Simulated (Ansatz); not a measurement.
**CuO2: a scan of the volume**

Aim, for CuO2: follow the energy without spin against volume.

Program: Ansatz 0.2.0. Level of theory: DFT r2SCAN+U, scalar-relativistic, plane waves, PAW. These are calculated values, not measurements.

2 further runs of the same task are left out: 2 that didn't finish. Runs told in other sessions of the task aren't counted.

## (1) Starting point

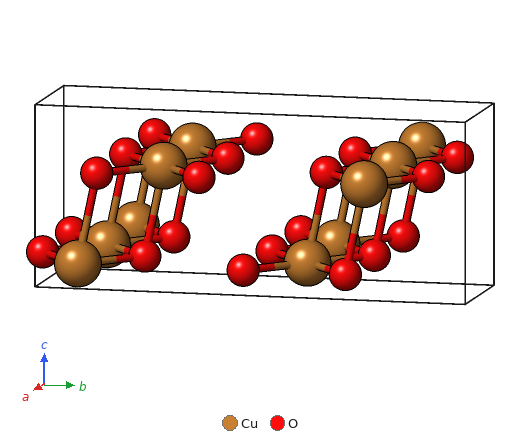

The starting structure, seen slightly off an axis (copper orange, oxygen red). 2×1×1 cells are drawn. The cell drawn here is the conventional one.

Structure file:

```cif
data_structure
_symmetry_space_group_name_H-M 'P 1'
_symmetry_Int_Tables_number 1
_cell_length_a 5.3988
_cell_length_b 5.3988
_cell_length_c 4.3434
_cell_angle_alpha 90.000
_cell_angle_beta 90.000
_cell_angle_gamma 149.664
_cell_volume 63.94
loop_
_atom_site_label
_atom_site_type_symbol
_atom_site_fract_x
_atom_site_fract_y
_atom_site_fract_z
_atom_site_occupancy
Cu1 Cu 0.83275 0.16725 0.25000 1
Cu2 Cu 0.16725 0.83275 0.75000 1
O1 O 0.44851 0.55149 0.25000 1
O2 O 0.55149 0.44851 0.75000 1
O3 O 0.21103 0.78897 0.25000 1
O4 O 0.78897 0.21103 0.75000 1
```

Source of the structure: the Materials Project (structure only). It is taken as it stands there.

## (2) The base run, which the others are set against

The input, input.yaml:

```yaml
crystal:
  lattice:
    - [1.412615, -5.210747, 0.0]
    - [1.412615, 5.210747, 0.0]
    - [0.0, 0.0, 4.343424]
  atoms:
    - { symbol: Cu, position: [0.832747, 0.167253, 0.25] }
    - { symbol: Cu, position: [0.167253, 0.832747, 0.75] }
    - { symbol: O, position: [0.448514, 0.551486, 0.25], spin: 0.64 }
    - { symbol: O, position: [0.551486, 0.448514, 0.75], spin: 0.64 }
    - { symbol: O, position: [0.21103, 0.78897, 0.25], spin: 0.38 }
    - { symbol: O, position: [0.78897, 0.21103, 0.75], spin: 0.38 }
basis:
  ecutwfc: 500
kpoints:
  mp_grid: { grid: [14, 14, 8] }
hamiltonian:
  xc: r2scan
  hubbard: { sites: [{ species: Cu, l: d, u_eff: 4.0 }] }
scf:
  occupations: { method: gaussian, width: 0.1 }
output:
  forces: true
  stress: true
  eigenvalues: true
  populations: true
  write_density: true
  write_potential: true
  elf: true
  volumetric_format: npy
magnetization:
  spin_polarized: true
```

Its results, from an earlier run: -2587.4070 eV/atom at zero smearing, pressure -4.85 GPa, largest force 0.611 eV/Å, no gap on the mesh, site moments O +0.58 (×2), O +0.36 (×2) μB, in 24 SCF cycles and 3.6 min.

## (3) V/V0 = 1, start: no spin polarisation

The input, input.yaml:

```yaml
crystal:
  lattice:
    - [1.412615, -5.210747, 0.0]
    - [1.412615, 5.210747, 0.0]
    - [0.0, 0.0, 4.343424]
  atoms:
    - { symbol: Cu, position: [0.832747, 0.167253, 0.25] }
    - { symbol: Cu, position: [0.167253, 0.832747, 0.75] }
    - { symbol: O, position: [0.448514, 0.551486, 0.25] }
    - { symbol: O, position: [0.551486, 0.448514, 0.75] }
    - { symbol: O, position: [0.21103, 0.78897, 0.25] }
    - { symbol: O, position: [0.78897, 0.21103, 0.75] }
basis:
  ecutwfc: 500
kpoints:
  mp_grid: { grid: [14, 14, 8] }
hamiltonian:
  xc: r2scan
  hubbard: { sites: [{ species: Cu, l: d, u_eff: 4.0 }] }
scf:
  occupations: { method: gaussian, width: 0.1 }
output:
  forces: true
  stress: true
  eigenvalues: true
```

On the command line:

```sh
ansatz run input.yaml --threads 1 --pin off --max-ram 2560MiB --backend cpu --events-out ev --progress --plain --runs-dir out
```

Standard output (excerpt; [...] marks lines left out):

```text
Warning: RAYON_NUM_THREADS=1 ignored (pool sized by the plan → 1); use --threads N
Cu: projections on atomic orbitals take those of the free atom [Ne] 3s2 3p6 3d10 4s1, of charge +0.00 (hamiltonian.pseudopotentials.projection_atoms); the dataset's partial waves leave at most 2.0e-6 of an orbital's norm unspanned inside its sphere
O: projections on atomic orbitals take those of the free atom [He] 2s2 2p4, of charge +0.00 (hamiltonian.pseudopotentials.projection_atoms); the dataset's partial waves leave at most 1.9e-8 of an orbital's norm unspanned inside its sphere
[...]
Pseudopotentials: kind: paw
Pseudopotential: Cu, paw, valence charge 19, recommended cutoff 500 eV (meta_gga), Cu.paw.azcp
Pseudopotential: O, paw, valence charge 6, recommended cutoff 500 eV (meta_gga), O.paw.azcp
Functional definition: r2SCAN
[...]
Crystal: 6 atoms, lattice volume = 63.942 Å³
Basis set: ecut = 500 eV, 1605 PW (Γ), exchange–correlation on 160×160×128 points (64 copies of the dense FFT grid, shifted against one another)
Bands: 38, of which v1, the nominal top of the filled ones, is band 31 counted from 1 (30 counted from 0)
Symmetry: 8 space group operations
Space group: Cmcm (ITA 63), of the structure as read, at distance tolerance 4.0e-5 Å
k-points: 285 of 1568
[...]
SCF iter   1: F=—  HF=-15524.238168 eV  |F-HF|=—  |Δ(HF+E_count)|=         —  Δρ=1.61e-1  dr2=2.10e1  dr2_τ=6.00e-1  ethr=3.10e-3  ⟨swp⟩=5.3  Hψ=38603  notcnv=0
[...]
SCF iter  15: F=-15524.104780 eV  HF=-15524.104780 eV  |F-HF|=1.42e-8  |Δ(HF+E_count)|=   1.72e-7  Δρ=1.50e-5  dr2=4.12e-8  dr2_τ=1.57e-8  ethr=1.61e-10  ⟨swp⟩=8.6  Hψ=45356  notcnv=0
[...]
SCF converged after 15 iterations
Free energy (F): -15524.104780 eV
[...]
E sigma→0 (E₀):  -15524.092329 eV
Entropy (-TS):   -0.024901 eV (-4.150 meV/atom)
Fermi energy:    6.734938 eV
[...]
--- Forces (eV/Å), atoms counted from 1 ---
  atom   1  Cu     0.00000000     0.13791263     0.00000000
  atom   2  Cu     0.00000000    -0.13791263    -0.00000000
  atom   3  O      0.00000000    -0.06779341    -0.00000000
  atom   4  O      0.00000000     0.06779341     0.00000000
  atom   5  O      0.00000000    -0.54236711    -0.00000000
  atom   6  O      0.00000000     0.54236711     0.00000000
[...]
--- Stress (GPa, compression-positive) ---
      -10.555331      -0.000000      -0.000000
       -0.000000      -7.306951      -0.000000
       -0.000000      -0.000000      -3.678578
  P = ⅓ Tr σ = -7.1803 GPa (-71.803 kbar)
--- Band table (eV; the first three rows and the last of 285) ---
[...]
Occupation matrices written to <dir>
```

It took 78 s on 1 thread of Oxide Virtual Turin-like (Zen 5), shared host; peak memory 1.6 GiB.

Read-out: -2587.3487 eV/atom at zero smearing, pressure -7.18 GPa, largest force 0.542 eV/Å and no gap on the mesh. The log warns that the count of filled bands differs between k-points.

## (4) V/V0 = 1.04, start: no spin polarisation

input.yaml, as its differences from that of step 3:

```diff
@@ -2,5 +2,5 @@
   lattice:
-    - [1.412615, -5.210747, 0.0]
-    - [1.412615, 5.210747, 0.0]
-    - [0.0, 0.0, 4.343424]
+    - [1.4312041712, -5.279317324, 0.0]
+    - [1.4312041712, 5.279317324, 0.0]
+    - [0.0, 0.0, 4.4005808704]
   atoms:
```

On the command line:

```sh
ansatz run input.yaml --threads 1 --pin off --max-ram 2560MiB --backend cpu --events-out ev --progress --plain --runs-dir out
```

Standard output (excerpt; [...] marks lines left out):

```text
Warning: RAYON_NUM_THREADS=1 ignored (pool sized by the plan → 1); use --threads N
Cu: projections on atomic orbitals take those of the free atom [Ne] 3s2 3p6 3d10 4s1, of charge +0.00 (hamiltonian.pseudopotentials.projection_atoms); the dataset's partial waves leave at most 2.0e-6 of an orbital's norm unspanned inside its sphere
O: projections on atomic orbitals take those of the free atom [He] 2s2 2p4, of charge +0.00 (hamiltonian.pseudopotentials.projection_atoms); the dataset's partial waves leave at most 1.9e-8 of an orbital's norm unspanned inside its sphere
[...]
[... 4 set-up lines as earlier in the session ...]
[...]
Crystal: 6 atoms, lattice volume = 66.500 Å³
[...]
SCF iter  15: F=-15523.949284 eV  HF=-15523.949284 eV  |F-HF|=1.57e-8  |Δ(HF+E_count)|=   1.61e-7  Δρ=1.41e-5  dr2=5.74e-8  dr2_τ=1.21e-8  ethr=1.61e-10  ⟨swp⟩=8.6  Hψ=43916  notcnv=0
[...]
SCF converged after 15 iterations
Free energy (F): -15523.949284 eV
[...]
E sigma→0 (E₀):  -15523.936206 eV
Entropy (-TS):   -0.026156 eV (-4.359 meV/atom)
Fermi energy:    6.115377 eV
[...]
--- Forces (eV/Å), atoms counted from 1 ---
  atom   1  Cu     0.00000000     0.17096234     0.00000000
  atom   2  Cu     0.00000000    -0.17096234     0.00000000
  atom   3  O      0.00000000     0.30350966     0.00000000
  atom   4  O      0.00000000    -0.30350966     0.00000000
  atom   5  O      0.00000000    -0.87884819     0.00000000
  atom   6  O      0.00000000     0.87884819     0.00000000
[...]
--- Stress (GPa, compression-positive) ---
      -16.873784       0.000000       0.000000
        0.000000     -12.519428       0.000000
        0.000000       0.000000      -6.907317
  P = ⅓ Tr σ = -12.1002 GPa (-121.002 kbar)
--- Band table (eV; the first three rows and the last of 285) ---
[...]
Occupation matrices written to <dir>
```

It took 99 s on 1 thread of Oxide Virtual Turin-like (Zen 5), shared host; peak memory 1.7 GiB.

This run gives -2587.3227 eV/atom at zero smearing, pressure -12.10 GPa, largest force 0.879 eV/Å and no gap on the mesh. The log warns that the count of filled bands differs between k-points.

## (5) V/V0 = 1.1, start: no spin polarisation

input.yaml, as its differences from that of step 4:

```diff
@@ -2,5 +2,5 @@
   lattice:
-    - [1.4312041712, -5.279317324, 0.0]
-    - [1.4312041712, 5.279317324, 0.0]
-    - [0.0, 0.0, 4.4005808704]
+    - [1.4582143753, -5.3789505148, 0.0]
+    - [1.4582143753, 5.3789505148, 0.0]
+    - [0.0, 0.0, 4.4836302282]
   atoms:
```

On the command line:

```sh
ansatz run input.yaml --threads 1 --pin off --max-ram 2560MiB --backend cpu --events-out ev --progress --plain --runs-dir out
```

Standard output (excerpt; [...] marks lines left out):

```text
Warning: RAYON_NUM_THREADS=1 ignored (pool sized by the plan → 1); use --threads N
Cu: projections on atomic orbitals take those of the free atom [Ne] 3s2 3p6 3d10 4s1, of charge +0.00 (hamiltonian.pseudopotentials.projection_atoms); the dataset's partial waves leave at most 2.0e-6 of an orbital's norm unspanned inside its sphere
O: projections on atomic orbitals take those of the free atom [He] 2s2 2p4, of charge +0.00 (hamiltonian.pseudopotentials.projection_atoms); the dataset's partial waves leave at most 1.9e-8 of an orbital's norm unspanned inside its sphere
[...]
[... 4 set-up lines as earlier in the session ...]
[...]
Crystal: 6 atoms, lattice volume = 70.336 Å³
[...]
SCF iter  16: F=-15523.590486 eV  HF=-15523.590486 eV  |F-HF|=9.26e-10  |Δ(HF+E_count)|=   2.34e-9  Δρ=1.22e-5  dr2=2.72e-8  dr2_τ=9.51e-9  ethr=1.61e-10  ⟨swp⟩=2.2  Hψ=36630  notcnv=0
[...]
SCF converged after 16 iterations
Free energy (F): -15523.590486 eV
[...]
E sigma→0 (E₀):  -15523.576455 eV
Entropy (-TS):   -0.028061 eV (-4.677 meV/atom)
Fermi energy:    5.274206 eV
[...]
--- Forces (eV/Å), atoms counted from 1 ---
  atom   1  Cu     0.00000000     0.20762754     0.00000000
  atom   2  Cu     0.00000000    -0.20762754     0.00000000
  atom   3  O      0.00000000     0.75895777     0.00000000
  atom   4  O      0.00000000    -0.75895777     0.00000000
  atom   5  O      0.00000000    -1.28739828     0.00000000
  atom   6  O      0.00000000     1.28739828     0.00000000
[...]
--- Stress (GPa, compression-positive) ---
      -23.856563       0.000000       0.000000
        0.000000     -18.315943       0.000000
        0.000000       0.000000     -10.407784
  P = ⅓ Tr σ = -17.5268 GPa (-175.268 kbar)
--- Band table (eV; the first three rows and the last of 285) ---
[...]
Occupation matrices written to <dir>
```

It took 85 s on 1 thread of Oxide Virtual Turin-like (Zen 5), shared host; peak memory 1.8 GiB.

Result: -2587.2627 eV/atom at zero smearing, pressure -17.53 GPa, largest force 1.287 eV/Å and no gap on the mesh. The log warns that the count of filled bands differs between k-points.

## (6) V/V0 = 1.18, start: no spin polarisation

input.yaml, as its differences from that of step 5:

```diff
@@ -2,5 +2,5 @@
   lattice:
-    - [1.4582143753, -5.3789505148, 0.0]
-    - [1.4582143753, 5.3789505148, 0.0]
-    - [0.0, 0.0, 4.4836302282]
+    - [1.4927410729, -5.5063099766, 0.0]
+    - [1.4927410729, 5.5063099766, 0.0]
+    - [0.0, 0.0, 4.5897908503]
   atoms:
```

On the command line:

```sh
ansatz run input.yaml --threads 1 --pin off --max-ram 2560MiB --backend cpu --events-out ev --progress --plain --runs-dir out
```

Standard output (excerpt; [...] marks lines left out):

```text
Warning: RAYON_NUM_THREADS=1 ignored (pool sized by the plan → 1); use --threads N
Cu: projections on atomic orbitals take those of the free atom [Ne] 3s2 3p6 3d10 4s1, of charge +0.00 (hamiltonian.pseudopotentials.projection_atoms); the dataset's partial waves leave at most 2.0e-6 of an orbital's norm unspanned inside its sphere
O: projections on atomic orbitals take those of the free atom [He] 2s2 2p4, of charge +0.00 (hamiltonian.pseudopotentials.projection_atoms); the dataset's partial waves leave at most 1.9e-8 of an orbital's norm unspanned inside its sphere
[...]
[... 4 set-up lines as earlier in the session ...]
[...]
Crystal: 6 atoms, lattice volume = 75.452 Å³
[...]
SCF iter  17: F=-15522.950745 eV  HF=-15522.950745 eV  |F-HF|=7.16e-9  |Δ(HF+E_count)|=   6.52e-8  Δρ=9.13e-6  dr2=1.86e-8  dr2_τ=6.85e-9  ethr=1.61e-10  ⟨swp⟩=3.6  Hψ=30815  notcnv=0
[...]
SCF converged after 17 iterations
Free energy (F): -15522.950745 eV
[...]
E sigma→0 (E₀):  -15522.935421 eV
Entropy (-TS):   -0.030649 eV (-5.108 meV/atom)
Fermi energy:    4.292293 eV
[...]
--- Forces (eV/Å), atoms counted from 1 ---
  atom   1  Cu     0.00000000     0.23726153     0.00000000
  atom   2  Cu     0.00000000    -0.23726153     0.00000000
  atom   3  O      0.00000000     1.21955892     0.00000000
  atom   4  O      0.00000000    -1.21955892     0.00000000
  atom   5  O      0.00000000    -1.69236618     0.00000000
  atom   6  O      0.00000000     1.69236618     0.00000000
[...]
--- Stress (GPa, compression-positive) ---
      -29.800363       0.000000       0.000000
        0.000000     -23.308554       0.000000
        0.000000       0.000000     -13.286832
  P = ⅓ Tr σ = -22.1319 GPa (-221.319 kbar)
--- Band table (eV; the first three rows and the last of 285) ---
[...]
Occupation matrices written to <dir>
```

It took 87 s on 1 thread of Oxide Virtual Turin-like (Zen 5), shared host; peak memory 1.9 GiB.

Result: -2587.1559 eV/atom at zero smearing, pressure -22.13 GPa, largest force 1.692 eV/Å and no gap on the mesh. The log warns that the count of filled bands differs between k-points.

## (7) Summary: the volume

The cell is scaled evenly at fixed fractional positions; V0 is the volume of the base cell. Start: no spin polarisation.

```tsv
V/V0	energy above the lowest (meV/atom)	pressure (GPa)
1.00	0.00	-7.2
1.04	26.0	-12.1
1.10	86.0	-17.5
1.18	193	-22.1
```

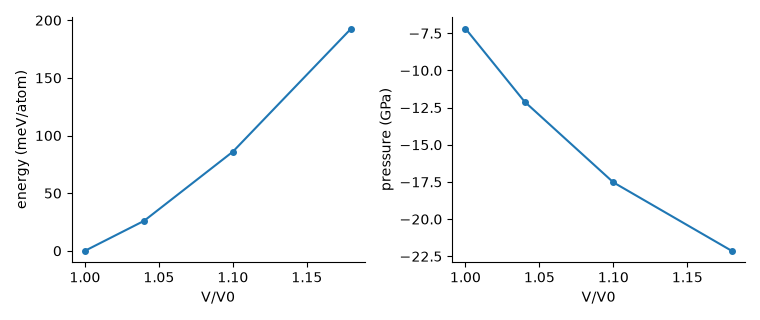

Energy above the lowest point and pressure against volume.

## (8) What came out

```
                                  quantity        value
lowest point, start “no spin polarisation”  V/V0 = 1.00
```

**Reading.** For the start “no spin polarisation” the lowest point lies at V/V0 = 1.00, at the edge of the range, so the minimum is not bracketed. The base cell is magnetic, so this curve without spin is not the ground state's. The listed cell is far from this method's equilibrium (-4.8 GPa, forces up to 0.61 eV/Å), so its values are not those of the relaxed crystal. The final runs have no spin polarisation, so a magnetic state may lie lower.
